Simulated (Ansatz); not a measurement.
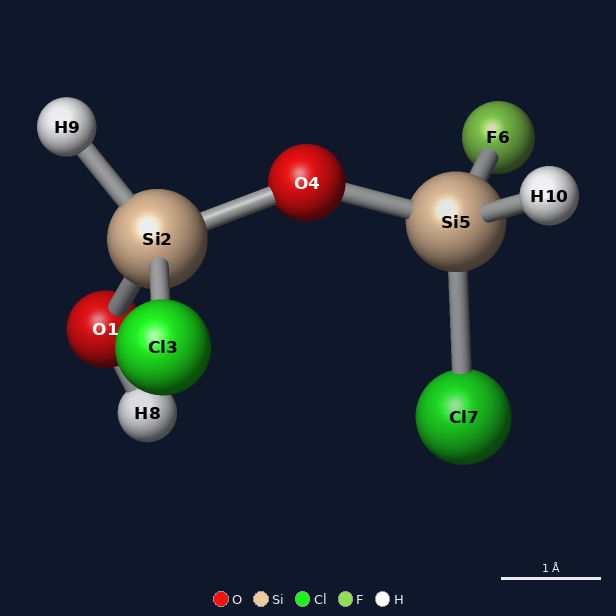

Atoms carry their numbers in the input. Computed geometry: PBE0-D4/def2-TZVP optimisation. No frequency run is at hand to confirm it as a minimum.

Give the bond lengths.

```
   bond  length (Å)   order
 O1–Si2       1.620  single
  O1–H8       0.960  single
Si2–Cl3       2.047  single
 Si2–O4       1.633  single
 Si2–H9       1.465  single
 O4–Si5       1.611  single
 Si5–F6       1.580  single
Si5–Cl7       2.041  single
Si5–H10       1.466  single
```
